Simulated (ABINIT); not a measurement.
# CdS (Hawleyite): changed settings of a GW run in ABINIT

A base run on CdS (Hawleyite), then changed inputs.

Method: PBE and many-body steps on it, plane waves, in ABINIT 10.8.3.

## (1) Starting point

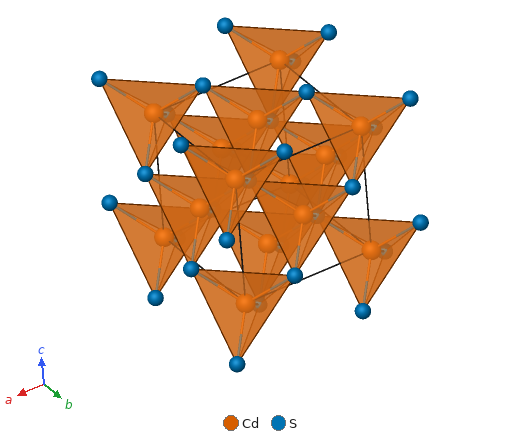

The cell as given, from a free direction (cadmium orange, sulfur blue). This picture shows the conventional cell, with its axes. Some periodic images of atoms are drawn too.

Coordinates:

```cif
data_structure
_symmetry_space_group_name_H-M 'P 1'
_symmetry_Int_Tables_number 1
_cell_length_a 4.1246
_cell_length_b 4.1246
_cell_length_c 4.1246
_cell_angle_alpha 60.000
_cell_angle_beta 60.000
_cell_angle_gamma 60.000
_cell_volume 49.62
loop_
_atom_site_label
_atom_site_type_symbol
_atom_site_fract_x
_atom_site_fract_y
_atom_site_fract_z
_atom_site_occupancy
Cd1 Cd 0.00000 0.00000 0.00000 1
S2 S 0.25000 0.25000 0.25000 1
```

The cell and positions come from the Crystallography Open Database and are kept as given unless a step says otherwise.

## (2) Screening, 4×4×4 mesh, 161 bands, screening to 190.5 eV

This step: ABINIT 10.8.3; RPA screening on PBE, plane waves, norm-conserving pseudopotentials.

The RPA dielectric matrix is built and inverted for each q.

Input file run.abi:

```
acell 3*1.0 Angstrom
rprim 
  -0.000000000000 2.916500000000 2.916500000000
  2.916500000000 -0.000000000000 2.916500000000
  2.916500000000 2.916500000000 -0.000000000000
ntypat 2
znucl 48 16
natom 2
typat 1 2
xred 
  0.000000000000 0.000000000000 0.000000000000
  0.250000000000 0.250000000000 0.250000000000
pp_dirpath "pseudos"
pseudos "Cd.upf, S.upf"
ecut 47
ngkpt 4 4 4
nshiftk 1
shiftk 0 0 0
kptopt 1
chksymbreak 0
istwfk *1
occopt 1
irdwfk 1
optdriver 3
nband 161
ecuteps 7
inclvkb 2
awtr 1
symchi 1
indata_prefix "in"
outdata_prefix "out"
tmpdata_prefix "tmp"
```

The run is started by

```sh
> OMP_NUM_THREADS=1 mpirun -n 8 abinit run.abi > log
```

What it wrote:

```text
.Version 10.8.3 of ABINIT. v10.8.2 released Aug 2026.

 Symmetries : space group F-4 3 m (#216); Bravais cF (face-center cubic)
[... echo of the input left out ...]
== DATASET  1 ==================================================================
-   mpi_nproc: 8, omp_nthreads: 1 (-1 if OMP is not activated)

--- !DatasetInfo
iteration_state: {dtset: 1, }
dimensions: {natom: 2, nkpt: 8, mband: 161, nsppol: 1, nspinor: 1, nspden: 1, mpw: 5180, }
cutoff_energies: {ecut:  47.0, pawecutdg:  -1.0, }
electrons: {nelect:   2.60000000E+01, charge:   0.00000000E+00, occopt:   1.00000000E+00, tsmear:   1.00000000E-02, }

 SCREENING: Calculation of the susceptibility and dielectric matrices

 Based on a program developped by R.W. Godby, V. Olevano, G. Onida, and L. Reining.
 Incorporated in ABINIT by V. Olevano, G.-M. Rignanese, and M. Torrent.
.Using double precision arithmetic ; gwpc =  8

[... cell and pseudopotentials left out ...]
--------------------------------------------------------------------------------

 ==== K-mesh for the wavefunctions ====
 Number of points in the irreducible wedge :     8
[... list of points left out ...]
 Together with 24 symmetry operations and time-reversal symmetry
 yields    64 points in the full Brillouin Zone.

 ==== Q-mesh for the screening function ====
 Number of points in the irreducible wedge :     8
[... list of points left out ...]
 Together with 24 symmetry operations and time-reversal symmetry
 yields    64 points in the full Brillouin Zone.

 setmesh: FFT mesh size selected  =    36x   36x   36
          total number of points  =        46656

 vcoul_init : cutoff-mode = AUXILIARY_FUNCTION
 q-points for optical limit:   1
     1)      0.000010    0.000020    0.000030

- screening: taking advantage of time-reversal symmetry
- Maximum band index for partially occupied states nbvw = 13
- Remaining bands to be divided among processors   nbcw = 148
- Number of bands treated by each node ~18

 Number of electrons calculated from density =   26.0000; Expected =   26.0000
 average of density, n =  0.077653
 r_s =    1.4541
 omega_plasma =   26.8804 [eV]

 calculating chi0 at frequencies [eV] :
  1    0.000000E+00    0.000000E+00
  2    0.000000E+00    2.688042E+01

--------------------------------------------------------------------------------
  q-point number  1        q = ( 0.000000, 0.000000, 0.000000) [r.l.u.]
--------------------------------------------------------------------------------
[... chi0 elements left out ...]
 For q-point:  0.000010 0.000020 0.000030
  dielectric constant =  11.0699
  dielectric constant without local fields =  11.7800

  Average fulfillment of the sum rule on Im[epsilon] for q-point    1 :     74.73  [%]
[... wings left out ...]
  q-point number  2        q = ( 0.250000, 0.000000, 0.000000) [r.l.u.]
--------------------------------------------------------------------------------
[... chi0 elements left out ...]
  Average fulfillment of the sum rule on Im[epsilon] for q-point    2 :     84.05  [%]

 [... 6 further q-points ...]
```

Wall time 80 s (8 MPI ranks of AMD EPYC 7R43, shared host); peak memory 2.5 GiB; 10 min of CPU time.

This step gave:

```
ε∞ with local fields, on this mesh, along the program's q direction : 11.07
the same without local fields                                       : 11.78
plasma frequency                                                    : 26.88 eV
plane waves in the screening matrix                                 : 307
```

Local fields lower ε∞ by 6 %. On a Γ-centred mesh this coarse the value itself is usually too large, while a short band sum pulls it down.

## (3) Base

The self-energy is evaluated for the states that the input lists, and the levels follow from it, in one-shot runs by the linearised quasiparticle equation.

This step: G0W0 on PBE, plane waves, norm-conserving pseudopotentials.

run.abi, as its differences from that of step 2:

```diff
@@ -23,8 +23,15 @@
 irdwfk 1
-optdriver 3
+optdriver 4
 nband 161
+gwcalctyp 0
+ecutsigx 47
+symsigma 1
+nkptgw 1
+kptgw 
+  0.0000000000 0.0000000000 0.0000000000
+bdgw 
+  11 17
 ecuteps 7
-inclvkb 2
-awtr 1
-symchi 1
+irdscr 1
+ppmodel 1
 indata_prefix "in"
```

What it wrote:

```text
.Version 10.8.3 of ABINIT. v10.8.2 released Aug 2026.

 Symmetries : space group F-4 3 m (#216); Bravais cF (face-center cubic)
[... echo of the input left out ...]
== DATASET  1 ==================================================================
-   mpi_nproc: 8, omp_nthreads: 1 (-1 if OMP is not activated)

--- !DatasetInfo
iteration_state: {dtset: 1, }
dimensions: {natom: 2, nkpt: 8, mband: 161, nsppol: 1, nspinor: 1, nspden: 1, mpw: 5180, }
cutoff_energies: {ecut:  47.0, pawecutdg:  -1.0, }
electrons: {nelect:   2.60000000E+01, charge:   0.00000000E+00, occopt:   1.00000000E+00, tsmear:   1.00000000E-02, }

 SIGMA: Calculation of the GW corrections

 Based on a program developped by R.W. Godby, V. Olevano, G. Onida, and L. Reining.
 Incorporated in ABINIT by V. Olevano, G.-M. Rignanese, and M. Torrent.
.Using double precision arithmetic ; gwpc =  8

[... cell and pseudopotentials left out ...]
--------------------------------------------------------------------------------

 ==== K-mesh for the wavefunctions ====
 Number of points in the irreducible wedge :     8
[... list of points left out ...]
 Together with 24 symmetry operations and time-reversal symmetry
 yields    64 points in the full Brillouin Zone.

 ==== Q-mesh for screening function ====
 Number of points in the irreducible wedge :     8
[... list of points left out ...]
 Together with 24 symmetry operations and time-reversal symmetry
 yields    64 points in the full Brillouin Zone.

 vcoul_init : cutoff-mode = AUXILIARY_FUNCTION
 q-points for optical limit:   1
     1)      0.000010    0.000020    0.000030
 setmesh: FFT mesh size selected  =    50x   50x   50
          total number of points  =       125000

 Number of electrons calculated from density =   26.0000; Expected =   26.0000
 average of density, n =  0.077653
 r_s =    1.4541
 omega_plasma =   26.8804 [eV]

 === KS Band Gaps ===
  >>>> For spin  1
   Minimum direct gap =   1.1447 [eV], located at k-point      :   0.0000  0.0000  0.0000
   Fundamental gap    =   1.1447 [eV], Top of valence bands at :   0.0000  0.0000  0.0000
                                       Bottom of conduction at :   0.0000  0.0000  0.0000
 SIGMA fundamental parameters:
 PLASMON POLE MODEL  1
 number of plane-waves for SigmaX                 5065
 number of plane-waves for SigmaC and W            307
 number of plane-waves for wavefunctions          5065
 number of bands                                   161
 number of independent spin polarizations            1
 number of spinorial components                      1
 number of k-points in IBZ                           8
 number of q-points in IBZ                           8
 number of symmetry operations                      24
 number of k-points in BZ                           64
 number of q-points in BZ                           64
 number of frequencies for dSigma/dE                 9
 frequency step for dSigma/dE [eV]                0.25
 number of omega for Sigma on real axis              0
 max omega for Sigma on real axis  [eV]           0.00
 zcut for avoiding poles [eV]                     0.10

 EPSILON^-1 parameters (SCR file):
 dimension of the eps^-1 matrix on file            307
 dimension of the eps^-1 matrix used               307
 number of plane-waves for wavefunctions          5065
 number of bands                                   161
 number of q-points in IBZ                           8
 number of frequencies                               2
 number of real frequencies                          1
 number of imag frequencies                          1

 matrix elements of self-energy operator (all in [eV])

 Perturbative Calculation

--- !SelfEnergy_ee
iteration_state: {dtset: 1, }
kpoint     : [   0.000,    0.000,    0.000, ]
spin       : 1
KS_gap     :    1.145
QP_gap     :    2.109
Delta_QP_KS:    0.964
data: !SigmaeeData |
     Band     E0 <VxcDFT>   SigX SigC(E0)      Z dSigC/dE  Sig(E)    E-E0       E
       11   4.366 -15.389 -18.420   1.949   0.781  -0.281 -16.234  -0.844   3.522
       12   4.366 -15.389 -18.420   1.949   0.781  -0.281 -16.234  -0.844   3.522
       13   4.366 -15.389 -18.420   1.949   0.781  -0.281 -16.234  -0.844   3.522
       14   5.511 -10.636  -6.668  -3.820   0.812  -0.231 -10.516   0.120   5.631
       15  10.897 -10.642  -5.801  -4.386   0.810  -0.234 -10.273   0.369  11.266
       16  10.897 -10.642  -5.801  -4.386   0.810  -0.234 -10.273   0.369  11.266
       17  10.897 -10.642  -5.801  -4.386   0.810  -0.234 -10.273   0.369  11.266

== END DATASET(S) ==============================================================
================================================================================

 -outvars: echo values of variables after computation  --------
           etotal      0.0000000000E+00
            nband         161
             nkpt           8
          spgroup         216
 [... the other variables as echoed above ...]

 Calculation completed.
```

Run time: 13 s. Hardware: 8 MPI ranks; peak memory 2.2 GiB; 1.7 min of CPU time.

Numbers from this step:

- G0W0 gap on the points computed: 2.109 eV
- starting gap on the mesh: 1.145 eV
- k of the valence top: 0, 0, 0
- k of the conduction bottom: 0, 0, 0
- Z at the valence top: 0.781
- Z at the conduction bottom: 0.812
- least direct G0W0 gap on the computed points: 2.109 eV

The gap on the mesh goes from 1.14 eV to 2.11 eV, a correction of +0.96 eV.

## (4) Coulomb singularity

run.abi, as its differences from that of step 3:

```diff
@@ -36,2 +36,3 @@
 ppmodel 1
+gw_icutcoul 3
 indata_prefix "in"
```

What it wrote:

```text
.Version 10.8.3 of ABINIT. v10.8.2 released Aug 2026.

 Symmetries : space group F-4 3 m (#216); Bravais cF (face-center cubic)
[... echo of the input left out ...]
== DATASET  1 ==================================================================
-   mpi_nproc: 8, omp_nthreads: 1 (-1 if OMP is not activated)

--- !DatasetInfo
iteration_state: {dtset: 1, }
dimensions: {natom: 2, nkpt: 8, mband: 161, nsppol: 1, nspinor: 1, nspden: 1, mpw: 5180, }
cutoff_energies: {ecut:  47.0, pawecutdg:  -1.0, }
electrons: {nelect:   2.60000000E+01, charge:   0.00000000E+00, occopt:   1.00000000E+00, tsmear:   1.00000000E-02, }

 SIGMA: Calculation of the GW corrections

 Based on a program developped by R.W. Godby, V. Olevano, G. Onida, and L. Reining.
 Incorporated in ABINIT by V. Olevano, G.-M. Rignanese, and M. Torrent.
.Using double precision arithmetic ; gwpc =  8

[... cell and pseudopotentials left out ...]
--------------------------------------------------------------------------------

 ==== K-mesh for the wavefunctions ====
 Number of points in the irreducible wedge :     8
[... list of points left out ...]
 Together with 24 symmetry operations and time-reversal symmetry
 yields    64 points in the full Brillouin Zone.

 ==== Q-mesh for screening function ====
 Number of points in the irreducible wedge :     8
[... list of points left out ...]
 Together with 24 symmetry operations and time-reversal symmetry
 yields    64 points in the full Brillouin Zone.

 vcoul_init : cutoff-mode = CRYSTAL
 q-points for optical limit:   1
     1)      0.000010    0.000020    0.000030
 setmesh: FFT mesh size selected  =    50x   50x   50
          total number of points  =       125000

 Number of electrons calculated from density =   26.0000; Expected =   26.0000
[...]
number of q-points in BZ                           64
 number of frequencies for dSigma/dE                 9
 frequency step for dSigma/dE [eV]                0.25
 number of omega for Sigma on real axis              0
 max omega for Sigma on real axis  [eV]           0.00
 zcut for avoiding poles [eV]                     0.10

 EPSILON^-1 parameters (SCR file):
 dimension of the eps^-1 matrix on file            307
 dimension of the eps^-1 matrix used               307
 number of plane-waves for wavefunctions          5065
 number of bands                                   161
 number of q-points in IBZ                           8
 number of frequencies                               2
 number of real frequencies                          1
 number of imag frequencies                          1

 matrix elements of self-energy operator (all in [eV])

 Perturbative Calculation

--- !SelfEnergy_ee
iteration_state: {dtset: 1, }
kpoint     : [   0.000,    0.000,    0.000, ]
spin       : 1
KS_gap     :    1.145
QP_gap     :    2.094
Delta_QP_KS:    0.950
data: !SigmaeeData |
     Band     E0 <VxcDFT>   SigX SigC(E0)      Z dSigC/dE  Sig(E)    E-E0       E
       11   4.366 -15.389 -18.022   1.768   0.787  -0.271 -16.070  -0.681   3.685
       12   4.366 -15.389 -18.022   1.768   0.787  -0.271 -16.070  -0.681   3.685
       13   4.366 -15.389 -18.022   1.768   0.787  -0.271 -16.070  -0.681   3.685
       14   5.511 -10.636  -6.668  -3.640   0.819  -0.221 -10.367   0.269   5.780
       15  10.897 -10.642  -5.801  -4.205   0.817  -0.224 -10.123   0.520  11.417
       16  10.897 -10.642  -5.801  -4.205   0.817  -0.224 -10.123   0.520  11.417
       17  10.897 -10.642  -5.801  -4.205   0.817  -0.224 -10.123   0.520  11.417

== END DATASET(S) ==============================================================
================================================================================

 -outvars: echo values of variables after computation  --------
           etotal      0.0000000000E+00
            nband         161
             nkpt           8
          spgroup         216
 [... the other variables as echoed above ...]

 Calculation completed.
```

Run time: 14 s. Hardware: 8 MPI ranks; peak memory 2.1 GiB.

Numbers from this step:

| Item | Value |
| --- | --- |
| G0W0 gap on the points computed | 2.095 eV |
| starting gap on the mesh | 1.145 eV |
| k of the valence top | 0, 0, 0 |
| k of the conduction bottom | 0, 0, 0 |
| Z at the valence top | 0.787 |
| Z at the conduction bottom | 0.819 |
| least direct G0W0 gap on the computed points | 2.095 eV |

Against G0W0 in ABINIT (4×4×4 mesh, 161 bands, screening to 190.5 eV, Godby-Needs plasmon pole), the gap moves by −0.014 eV.

## (5) The runs together

Times are wall times on 8 MPI ranks of AMD EPYC 7R43, shared host, good to a factor of about two. A run's time includes the screening step that it read.

```tsv
run	mesh	bands	screening cutoff (eV)	DFT gap (eV)	gap on the mesh (eV)	direct (eV)	ε∞ used	time
base	4×4×4	161	190.5	1.145	2.109	2.109	11.07	93 s
Coulomb singularity	4×4×4	161	190.5	1.145	2.095	2.095	11.07	94 s
```

## (6) Summary of results

| Property | Result |
| --- | --- |
| base | 2.109 eV |
| Coulomb singularity | 2.095 eV |
| known limits | not at the basis limit; no spin-orbit coupling; coarse k mesh |

In words: Coulomb singularity: −0.014 eV against base (keys changed: gw_icutcoul). Bands and cutoff are finite, so the gap is not at the basis limit. The miss can reach some tenths of an eV and take either sign; the mesh is an error of its own. In the G0W0 runs levels were corrected at 1 k point alone, so a gap called «on the mesh» is the least over those, and an edge elsewhere would be missed. The 4×4×4 mesh is coarse for this cell, which bears on the long-range parts of exchange and screening. The many-body steps are scalar-relativistic: spin-orbit coupling is not in them.

[Paths, hosts, dates, memory and timing lines, banners, echoed tables and standing remarks are left out of the program output.]

[Logs are printed without paths, hosts, clocks, repeated set-up lines and the standing remarks that a program may print on its own settings, such as how far it seeks lower states.]

[Runs of the session that timed out or met a known fault of the program may be left out.]

[Hosts, paths, dates, database ids (printed as entryN), source tags and the programs' standing remarks are cut or masked in the printed files.]

[G0W0 gaps are taken among the corrected bands and points alone; a level outside them can change the order at an edge.]

[Where Ansatz stands beside ABINIT at settings called matched, ABINIT's density can come from a denser mesh and the files from another edition; pairs whose starting gaps differed by over 0.03 eV were left out, so agreement reads better than it is.]
